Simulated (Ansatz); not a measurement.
# YFeCuSi2, from a guessed structure to a relaxed one, part 2 of 2

Starting from a made-up structure for YFeCuSi2, the aim is the relaxed cell, its shortest contacts and, where a second run follows, its electronic structure.

Ansatz 0.2.0; DFT, PBEsol, plane-wave PAW, files of the set soft_1, scalar-relativistic, ferromagnetic start, cell and ions relaxed at zero pressure; PAW set soft_1 (the session's first sound run).

So far: The starting structure; Relaxing cell and atoms. The relaxed cell has a = 3.916, c = 9.774 Å (conventional setting).

**3. Electronic structure of the relaxed cell**

A second self-consistent run takes a narrower smearing and the mesh shown in its input; the bands follow along the standard path of the relaxed lattice.

This step: DFT, PBEsol, plane-wave PAW, files of the set soft_1, scalar-relativistic, ferromagnetic start, bands and density of states at the relaxed cell; PAW set soft_1 (Ansatz 0.2.0).

Contents of input.yaml:

```yaml
crystal:
  lattice:
    - [-1.9578059412, 1.9578059412, 4.8868873304]
    - [1.9578059412, -1.9578059412, 4.8868873304]
    - [1.9578059412, 1.9578059412, -4.8868873304]
  atoms:
    - { symbol: "Y", position: [0.0, 0.0, 0.0] }
    - { symbol: Cu, position: [0.25, 0.75, 0.5] }
    - { symbol: Fe, position: [0.75, 0.25, 0.5], spin: 1.3 }
    - { symbol: Si, position: [0.3766845838, 0.3766845838, 0.0] }
    - { symbol: Si, position: [0.6233154162, 0.6233154162, 0.0] }
magnetization:
  spin_polarized: true
kpoints:
  mp_grid: { grid: [12, 12, 12] }
  band_path:
    path:
      - [[0.0, 0.0, 0.0], [0.0, 0.0, 0.5], [-0.08024993, 0.08024993, 0.5], [-0.29012496, 0.29012496, 0.29012496], [0.0, 0.0, 0.0], [0.5, 0.5, -0.5], [0.29012496, 0.70987504, -0.29012496], [0.0, 0.5, 0.0], [0.25, 0.25, 0.25], [0.5, 0.5, -0.08024993], [0.5, 0.5, -0.5]]
      - [[0.0, 0.0, 0.5], [0.25, 0.25, 0.25]]
    npoints: 7
scf:
  occupations: { method: fermi_dirac, width: 0.03 }
  n_extra_bands: 10
hamiltonian:
  xc: pbesol
  pseudopotentials: { kind: paw, azcp: { folder: soft_1 }, xc_functional: pbe }
output:
  forces: true
  stress: true
  write_bands: true
  dos: { projected: true }
  write_density: true
  write_potential: true
  elf: true
  volumetric_format: npy
```

On the command line:

```bash
$ ansatz run input.yaml --threads 4 --pin off --max-ram 8192MiB --backend cpu --events-out ev --progress --plain --runs-dir out
```

Numbers of over 12 decimals in the logs are rounded to 6 here.

Log:

```text
[...]
Crystal: 5 atoms, lattice volume = 74.926 Å³
Basis set: ecut = 420 eV, 1493 PW (Γ), exchange–correlation on 80×80×80 points (8 copies of the dense FFT grid, shifted against one another)
Bands: 37, of which v1, the nominal top of the filled ones, is band 27 counted from 1 (26 counted from 0)
Symmetry: 8 space group operations
[...]
k-points: 163 of 1728 (time reversal used)
[...]
Starting moments: Σ|m| = 1.3 μB on 1 of 5 sites
[...]
SCF iter   1: F=—  HF=-16091.122076 eV  |F-HF|=—  |Δ(HF+E_count)|=         —  Δρ=3.09e-1 (↑3.09e-1 ↓3.04e-1)  dr2=2.27e2  dr2_m=1.17e0  M=0.248 μB ∫|m|=0.390 μB  β_m=0.30  ethr=3.10e-3  ⟨swp⟩=6.0  Hψ=49927  notcnv=0
[...]
SCF iter  16: F=-16078.947064 eV  HF=-16078.947064 eV  |F-HF|=1.34e-8  |Δ(HF+E_count)|=  9.75e-10  Δρ=2.56e-6 (↑1.58e-6 ↓2.56e-6)  dr2=1.34e-8  dr2_m=2.05e-10  M=1.546 μB ∫|m|=1.767 μB  ethr=3.83e-12  ⟨swp⟩=10.8  Hψ=70342  notcnv=0
SCF 1 converged in 16 iterations: F = -16078.947064 eV  dr2 = 1.34e-8
[...]
NSCF: frozen V_eff on 79 k-points
SCF converged after 16 iterations
Magnetization: 1.5459 μB (27.7730 up, 26.2270 down)
Absolute magnetization: 1.7678 μB (∫|ρ↑−ρ↓|, with the PAW one-centre terms)
[...]
Per-site moments (μB) at R_I (Å): [(0.027672, 1.245631), (0.059037, 0.955551), (1.373360, 0.955551), (-0.00999891, 0.955551), (-0.00999891, 0.955551)]
Free energy (F): -16078.947064 eV
[...]
Internal energy: -16078.938472 eV  (E = F + TS)
E sigma→0 (E₀):  -16078.942768 eV
Entropy (-TS):   -0.008592 eV (-1.718 meV/atom)
Fermi energy:    13.424675 eV
[...]
--- Forces (eV/Å), atoms counted from 1 ---
  atom   1  Y      0.00000000    -0.00000000     0.00000000
  atom   2  Cu     0.00000000     0.00000000     0.00000000
  atom   3  Fe    -0.00000000    -0.00000000     0.00000000
  atom   4  Si     0.00000000     0.00000000    -0.00394160
  atom   5  Si    -0.00000000     0.00000000     0.00394160
  max |Σ_I F_I| component: 1.39e-17 eV/Å
--- Stress (GPa, compression-positive) ---
        0.109428       0.000000       0.000000
        0.000000       0.109428       0.000000
       -0.000000       0.000000      -0.001191
  P = ⅓ Tr σ = 0.0726 GPa (0.726 kbar)
--- Band table (eV; the first three rows and the last of 326) ---
  k-point 0 ↑: bands = [... 23 lower, 12.0109, 12.0109, 12.0631, 12.1603, 12.7745, 15.1672, 15.1672, 16.3594, ... 6 higher]
  k-point 1 ↑: bands = [... 23 lower, 11.6563, 12.0481, 12.1223, 12.4945, 12.7226, 14.3623, 15.4803, 16.8662, ... 6 higher]
  k-point 2 ↑: bands = [... 23 lower, 11.6540, 11.9852, 12.2196, 12.6023, 12.6666, 13.5721, 16.2657, 17.2475, ... 6 higher]
  k-point 162 ↓: bands = [... 23 lower, 12.6992, 12.6992, 13.2569, 13.7989, 14.2559, 16.2854, 16.5573, 16.5573, ... 6 higher]
```

Run time: 52 s. Hardware: 4 threads of Arm Neoverse V2, shared host; peak memory 0.91 GiB.

In the SCF lines HF is the Harris–Foulkes energy and dr2 the Hartree energy of the density residual, in eV; the loop may stop once dr2 is under the threshold and the program's other checks hold. Hψ counts applications of the Hamiltonian.

Numbers from this step:

```
free energy             : -16078.9471 eV
energy at zero smearing : -16078.9428 eV
smearing term TS        : 0.008592 eV
Fermi energy            : 13.42 eV
magnetization           : 1.546 μB
absolute magnetization  : 1.768 μB
site moments            : 0.02767, 0.05904, 1.373, -0.009999, -0.009999 μB
pressure                : 0.07256 GPa
```

bands.tsv at the labelled points (eV, zero at the Fermi level; the bands that come nearest the Fermi level along the path):

```tsv
point	band_25_up	band_26_up	band_27_up	band_28_up	band_24_dn	band_25_dn	band_26_dn	band_27_dn
Γ	-1.36	-1.26	-0.65	1.74	-1.03	-0.55	-0.08	0.30
X	-1.57	-1.07	-0.97	-0.46	-0.89	-0.79	-0.29	0.33
Y	-1.37	-0.93	-0.82	-0.33	-0.89	-0.68	-0.21	0.42
S	-0.48	-0.44	-0.07	1.85	-0.47	-0.06	0.19	0.57
Γ	-1.36	-1.26	-0.65	1.74	-1.03	-0.55	-0.08	0.30
Z	-1.10	-0.22	0.21	2.78	-0.73	-0.17	0.37	0.83
S1	-0.48	-0.44	-0.07	1.85	-0.47	-0.06	0.19	0.57
N	-1.16	-0.39	0.76	1.42	-0.55	-0.24	0.35	0.95
P	-1.49	-1.09	-0.97	-0.43	-1.28	-0.59	-0.29	0.33
Y1	-1.37	-0.93	-0.82	-0.33	-0.89	-0.68	-0.21	0.42
Z	-1.10	-0.22	0.21	2.78	-0.73	-0.17	0.37	0.83
X	-1.57	-1.07	-0.97	-0.46	-0.89	-0.79	-0.29	0.33
P	-1.49	-1.09	-0.97	-0.43	-1.28	-0.59	-0.29	0.33
```

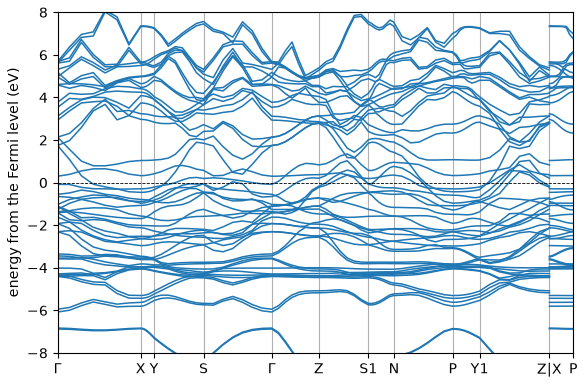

Bands along the path. 26 bands lie wholly below the window drawn.

Site moment by atom:

```csv
atom,site moment (μB)
Y1,0.03
Cu2,0.06
Fe3,1.37
Si4,-0.01
Si5,-0.01
```

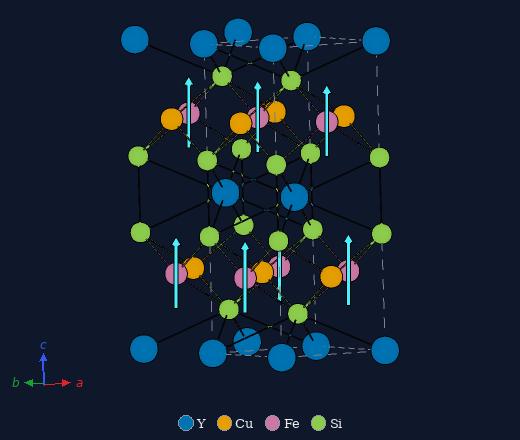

Site moment as arrows, the longest 1.37 μB. Up and down stand for the sign. Arrows give size and sign along the axis of quantisation, drawn up and down the page. 1×2×1 conventional cells are drawn. Some periodic images of atoms are drawn too.

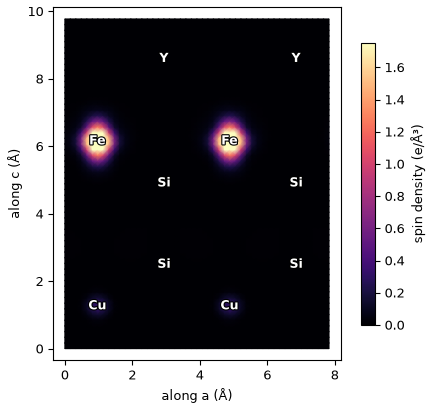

Spin density in the ac plane of the conventional cell at fractional y = 0.000, with atoms of Y and Cu and Fe and Si within 0.2 Å of it. The map starts off the cell's origin, so that atoms lie inside it.

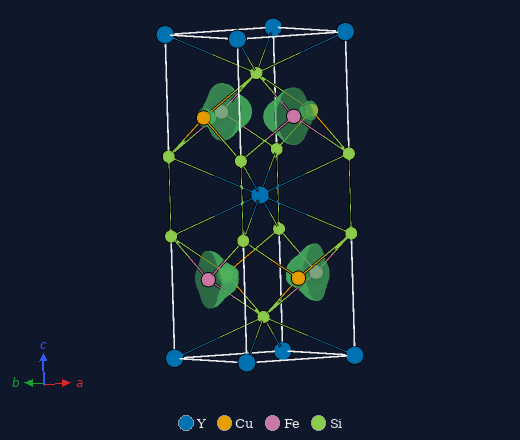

Surface of spin density = 0.12 e/Å³, which holds about 70 % of the integral of its size.

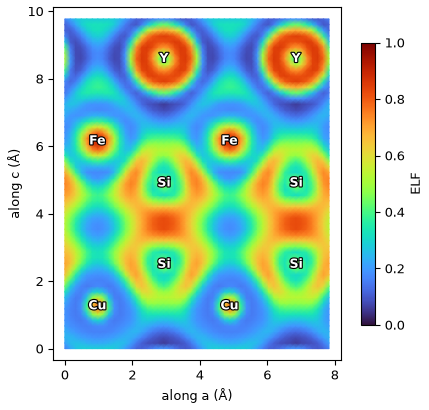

ELF in the ac plane of the conventional cell at fractional y = 0.000, with atoms of Y and Cu and Fe and Si within 0.2 Å of it. It is the smooth field of the valence electrons, not physical close to the nuclei. The map starts off the cell's origin, so that atoms lie inside it.

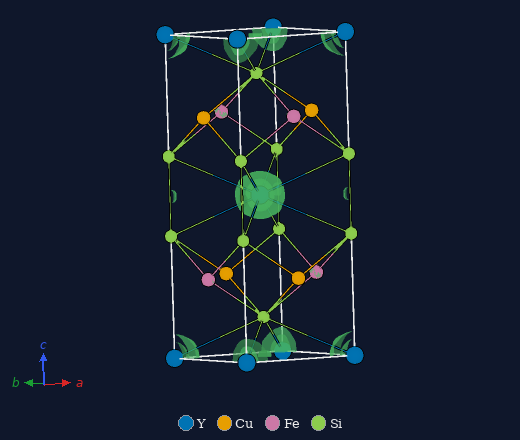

Surface of ELF = 0.81.

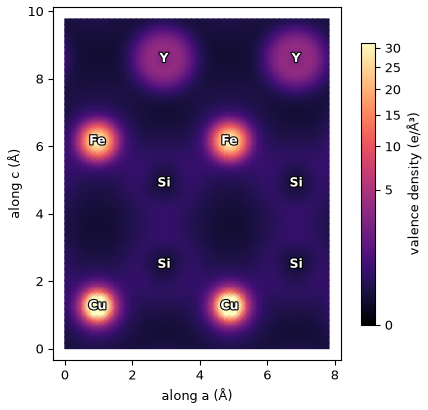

Valence density in the ac plane of the conventional cell at fractional y = 0.000, with atoms of Y and Cu and Fe and Si within 0.2 Å of it. It is the smooth field of the valence electrons, not physical close to the nuclei. The map starts off the cell's origin, so that atoms lie inside it. The colour scale is stretched toward low values.

**4. Results**

```yaml
space_group_relaxed: I-4m2
conventional_cell: a = 3.916, b = 3.916, c = 9.774 Å; α = 90.0°, β = 90.0°, γ = 90.0°
volume_per_atom: 14.99 Å³ (guess 14.99)
total_moment: 1.50 μB in the cell of 5 atoms
```

YFeCuSi2 relaxes to I-4m2 with a = 3.916, b = 3.916 and c = 9.774 Å. The guessed volume was near the relaxed one. The space group I-4m2 was held in the relaxation, so the end point is a stationary structure within it and may be a saddle against distortions or other arrangements. The input starts from parallel moments, and no other start was typed. Bands cross the Fermi level, so it is a metal or semimetal at this level. On the 12×12×12 mesh with the narrower smearing (relaxed on 10×10×10) the largest force component is 0.004 eV/Å and the largest stress component is 0.109 GPa, against the relaxation's thresholds of 0.015 eV/Å and 0.05 GPa. The cutoff wasn't tested. No dispersion term is used, so weakly bound directions may come out too long. Nothing here tests whether the compound is stable against decomposition.

[Logs are printed without paths, hosts, clocks, repeated set-up lines and the standing remarks that a program may print on its own settings, such as how far it seeks lower states.]

[Hosts, paths, dates, database ids (printed as entryN), source tags and the programs' standing remarks are cut or masked in the printed files.]
